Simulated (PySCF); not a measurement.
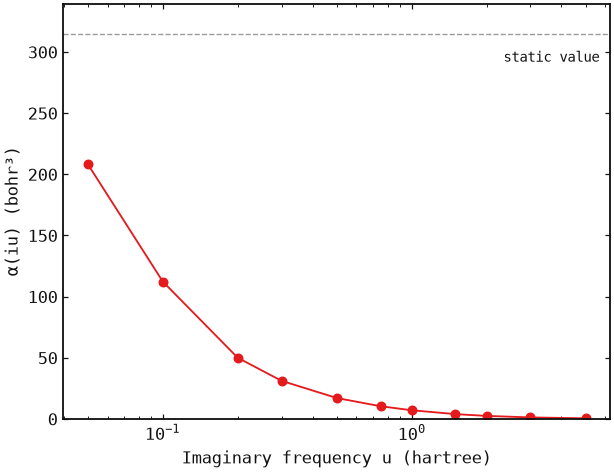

Figure 1. Dipole polarisability at imaginary frequency of neutral lanthanum ([Xe] 5d² 6s). Coupled response at the HF level; PySCF, def2-QZVPPD with a 46-electron core potential, unrestricted single determinants, no spin-orbit coupling. The static dipole polarisability is 314 bohr³; α(iu) falls to half of it near u = 0.072 hartree. The Casimir–Polder integral gives C₆ = 5640 hartree bohr⁶ for two such species.

**Atomic calculation for La**

System: La, configuration 1s2 2s2 2p6 3s2 3p6 3d10 4s2 4p6 4d10 5s2 5p6 5d2 6s1, multiplicity 4.
Method: unrestricted HF, def2-QZVPPD with ECP46, scalar-relativistic core potential (PySCF).

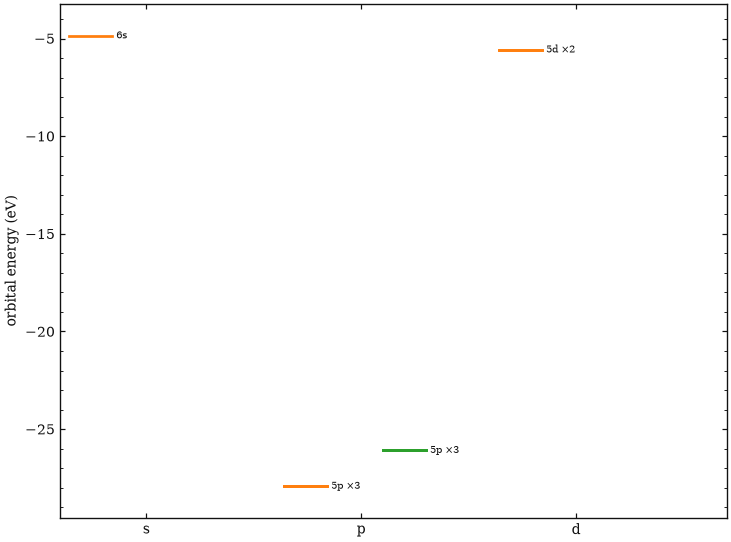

Figure 2. Orbital energies of the mean field, from the top down to −27.9 eV, by angular momentum, α spin at the left of each column and β at the right; ×n counts the orbitals under one label. The highest filled orbital is 6s α at −4.86 eV, the lowest empty one s β at 0.296 eV.

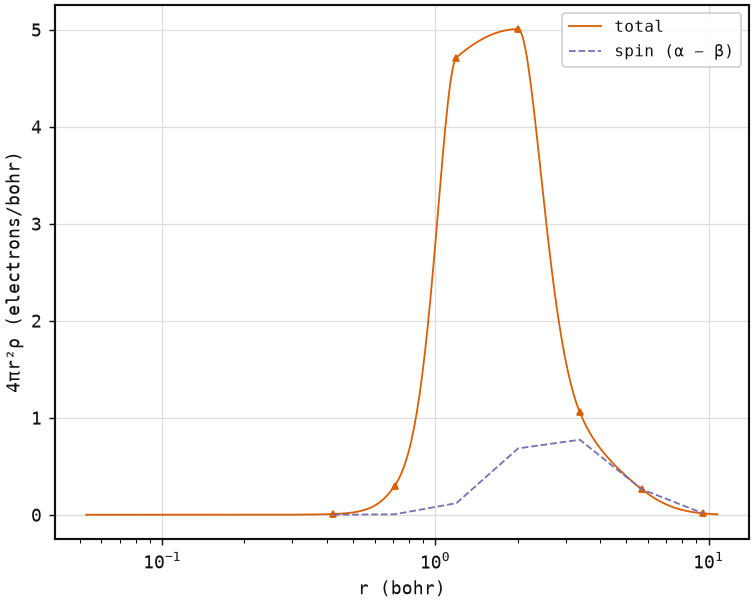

Figure 3. Spherically averaged radial density 4πr²ρ of the mean field (valence electrons alone, under a core potential) and its spin part; markers are the stored points, which are sparse, and the line is a monotone interpolation between them. The largest stored value is 5.01 electrons/bohr at r = 2.0 bohr. Root-mean-square radii of the shells: 5s 1.69, 5p 1.96, 5d 3.42, 6s 5.14 bohr.

These pictures come from the run below.

### Input file
```python
from pyscf import gto, scf, dft, mp, cc
mol = gto.M(atom="La 0 0 0", charge=0, spin=3, symmetry="D2h",
            basis="def2-QZVPPD",
            ecp="def2-QZVPPD")
mf = scf.UHF(mol)
mf.irrep_nelec = {'Ag': (3, 1), 'B1g': (1, 0), 'B1u': (1, 1), 'B2u': (1, 1), 'B3u': (1, 1)}
mf.kernel()
```

The script is an equivalent of what the driver set up; the driver started from orbitals of its own, so the log can be shorter than this script's would be, and it computed the properties (radii, ⟨L²⟩, response) afterwards. It held the occupations shell by shell, which the script's counts by irreducible representation don't always enforce.

### The program's output (extracts)
```
damping factor = 0
level_shift factor = 0
DIIS = <class 'pyscf.scf.diis.CDIIS'>
diis_start_cycle = 1
diis_space = 10
diis_damp = 0
SCF conv_tol = 1e-09
SCF conv_tol_grad = None
number electrons alpha = 7  beta = 4
cycle= 1 E= -31.0895075287009  delta_E= -0.00518  |g|= 0.0243  |ddm|= 0.0365
cycle= 2 E= -31.0899798964673  delta_E= -0.000472  |g|= 0.00805  |ddm|= 0.0126
cycle= 3 E= -31.090047322224  delta_E= -6.74e-05  |g|= 0.000957  |ddm|= 0.0101
cycle= 4 E= -31.0900502346665  delta_E= -2.91e-06  |g|= 0.00025  |ddm|= 0.00666
cycle= 5 E= -31.0900505065887  delta_E= -2.72e-07  |g|= 6.42e-05  |ddm|= 0.00307
cycle= 6 E= -31.0900505285536  delta_E= -2.2e-08  |g|= 1.24e-05  |ddm|= 0.00121
cycle= 7 E= -31.0900505293756  delta_E= -8.22e-10  |g|= 1.19e-06  |ddm|= 0.000322
converged SCF energy = -31.0900505293756  <S^2> = 3.7602597  2S+1 = 4.0051266
```

### Summary

- outcome: converged
- total energy (valence electrons, under a core potential): −31.090051 hartree
- ⟨S²⟩: 3.760
- ⟨L²⟩: 12.10
- static polarisability: 314 bohr³
- C₆ of the like pair: 5640 hartree bohr⁶
- SCF iterations: 7
- hardware: 1 CPU thread, shared host
- CPU time: 14 s (integrals apart)

### Remarks

This is not the ground configuration of the species.
